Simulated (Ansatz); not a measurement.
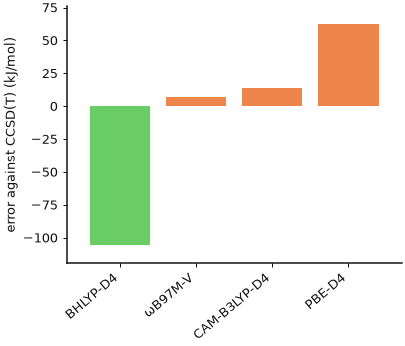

Error in the electronic atomisation energy (method less reference, so positive means overbinding) of C₂H₄OSi, SMILES C#CO[SiH3]: functionals in def2-TZVPP against frozen-core CCSD(T) at the limit (MP2 extrapolated from triple and quadruple zeta, plus CCSD(T) less MP2 in a smaller set), which gives 3055.7 kJ/mol, at a PBE0-D4/def2-TZVP geometry (a minimum by its frequencies), no zero-point or spin-orbit term, the Ansatz code 0.2.0. The reference leaves out core correlation, a term that grows with the number of heavy atoms.

Question: Which of these levels overbind, and which underbind?

Answer: Overbind: PBE-D4. Underbind: BHLYP-D4. Within 20 kJ/mol of zero, too close to call in view of what the reference leaves out: ωB97M-V and CAM-B3LYP-D4.

Question: Give the values.

Answer:
```tsv
level	kJ/mol
BHLYP-D4	−105.9
ωB97M-V	7.2
CAM-B3LYP-D4	13.8
PBE-D4	62.4
```
